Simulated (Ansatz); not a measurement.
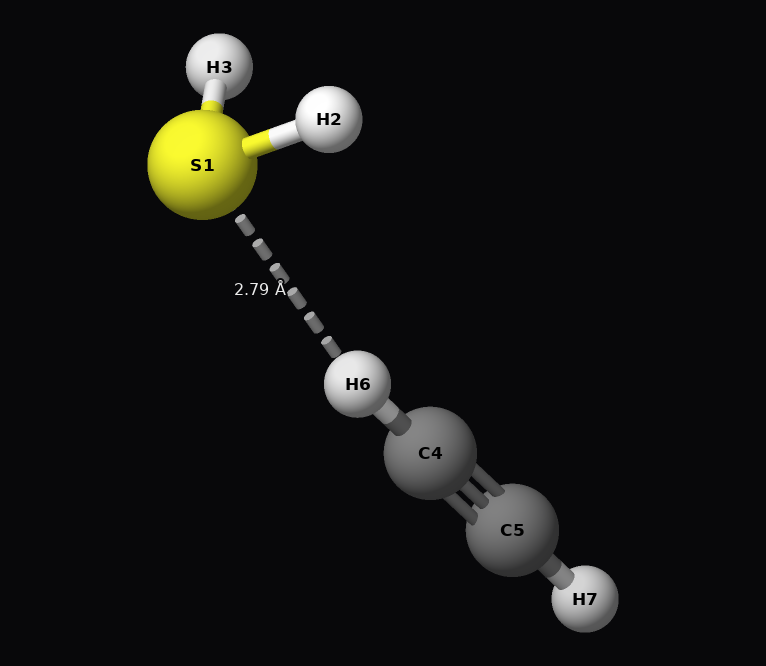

Two molecules or ions; the broken line marks their closest contact (measured against van der Waals radii). The geometry was computed by an optimisation with PBE0-D4/def2-TZVP. Program: Ansatz 0.2.0.

Q: Which two species are they?

A: H2S and C2H2 (`C#C.S`).

Give the counterpoise-corrected interaction energy (kcal/mol, monomers kept as in the pair) with CCSD(T)/CBS (MP2 limit from def2-TZVPPD and def2-QZVPPD plus CCSD(T) − MP2); revPBE-D4/def2-TZVPPD; B3LYP-D4/6-31G; PBE-D4/def2-TZVPPD.

```csv
level,interaction energy (kcal/mol)
CCSD(T)/CBS (MP2 limit from def2-TZVPPD and def2-QZVPPD plus CCSD(T) − MP2),−1.5
revPBE-D4/def2-TZVPPD,−1.7
B3LYP-D4/6-31G,−1.7
PBE-D4/def2-TZVPPD,−2.0
```
